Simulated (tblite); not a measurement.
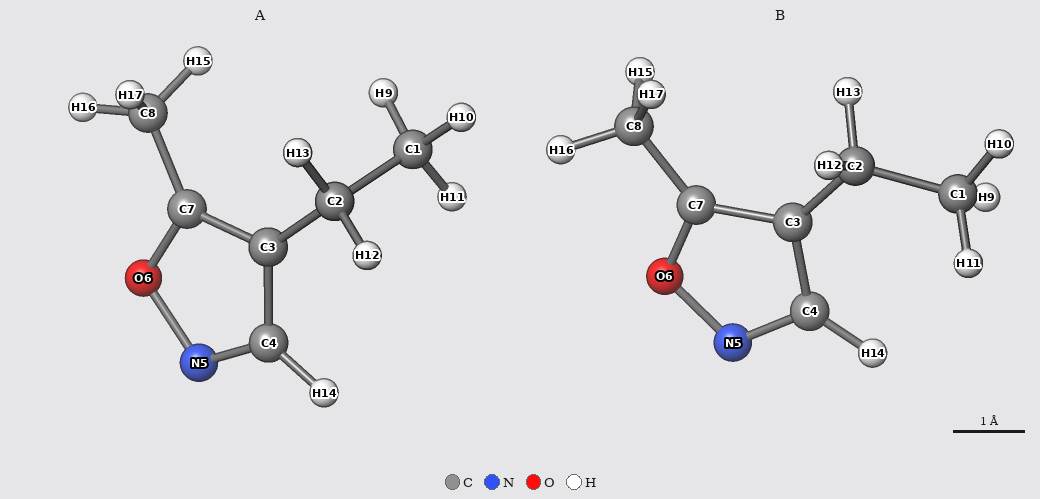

Two geometries of C6H9NO (charge +1, multiplicity 2), drawn at one scale. One is the start of a relaxation, the other its converged end. Style: ball-and-stick. Shown at a tilt.

These are results of tblite 0.8.0, GFN2-xTB geometry optimisation, gas phase, not measurements. 

Which geometry has the lower energy?

Answer. Structure B is the relaxed one. After 138 geometry steps the energy has fallen by 11.0 kcal/mol. H9 moves most after the best rigid fit: 1.89 Å. By element the largest moves are H 1.89 Å, C 0.82 Å, N 0.40 Å, O 0.09 Å. Near-neighbour distances that change, for instance: N5–O6 1.445 → 1.351 Å, O6–C7 1.390 → 1.318 Å, C4–H14 1.107 → 1.072 Å, C7–C8 1.472 → 1.460 Å. Among the angles between lasting bonds that change: C3–C4–H14 120.8° → 129.1°, N5–C4–H14 125.7° → 120.8°, H16–C8–H17 107.1° → 110.9°. Groups turn about C2–C3 by about 85°, C7–C8 by about 25°. The run took 0.91 s on 1 thread of Arm Neoverse V1 (shared host).
